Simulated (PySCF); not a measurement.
H4OSeSiTe, SMILES [SiH3]O[Te][SeH] at its CAM-B3LYP/def2-SVP optimised geometry (Å):

```
8

Te     1.2315    -0.6078     1.4491
Se     1.1191     1.8747     1.1281
H      2.1830     1.9714     0.1140
O      0.0268    -1.2549     0.0000
Si    -1.6403    -1.2549     0.0000
H     -2.1765    -1.9714     1.1933
H     -2.0719    -1.9557    -1.2365
H     -2.1830     0.1327     0.0000
```

Level of theory: CAM-B3LYP/def2-TZVP, def2 effective core potentials past Kr (PySCF). The core electrons that the potentials of Te replace are not part of the density. Cells within 0.4 Å of a nucleus heavier than hydrogen are left out (blank, or x).

Map of the electron localisation function on the plane z = 0.0 Å:

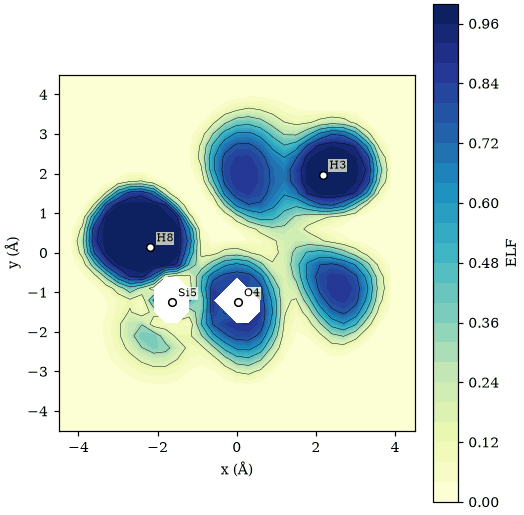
Electron localisation function on the plane z = 0.0 Å.
